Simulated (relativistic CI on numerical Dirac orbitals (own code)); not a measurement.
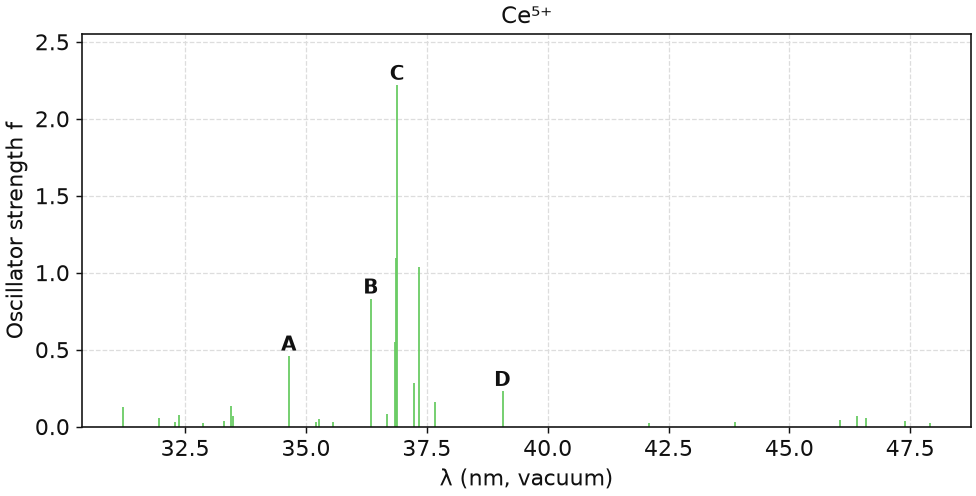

The plot shows absorption lines from the lowest level (oscillator strengths f) for Ce⁵⁺. Method of calculation: relativistic CI on Dirac orbitals, KLI exchange-only orbitals, Breit term, model QED, valence Slater integrals scaled by 0.85, a P86 correlation estimate for each configuration (radial Dirac CI code).

Levels without a good LS label are named by their open jj subshells in square brackets.

Assign the lettered lines.

A: 5s² 5p⁴ 6s [(5p₃/₂)² 6s] J = 3/2 ← 5s² 5p⁵ ²P°₃/₂, 34.64 nm, f = 0.46; B: 5s² 5p⁴ 5d J = 5/2 (even, mixed, level 75) ← 5s² 5p⁵ ²P°₃/₂, 36.34 nm, f = 0.83; C: 5s² 5p⁴ 5d ²D₅/₂ ← 5s² 5p⁵ ²P°₃/₂, 36.89 nm, f = 2.2; D: 5s² 5p⁴ 5d ²D₃/₂ ← 5s² 5p⁵ ²P°₃/₂, 39.07 nm, f = 0.23. The strongest, C, lies in the extreme ultraviolet region.

Limits of the model: configurations can be misplaced by up to about 7 % of their energy; low levels that differ in the count of f electrons can be misplaced by several ten thousand cm⁻¹; only a limited list of configurations is included, so lower levels can be missing; only lines among the lowest 200 of 915 levels are drawn, so those from 5s² 5p³ 4f 5d are incomplete.
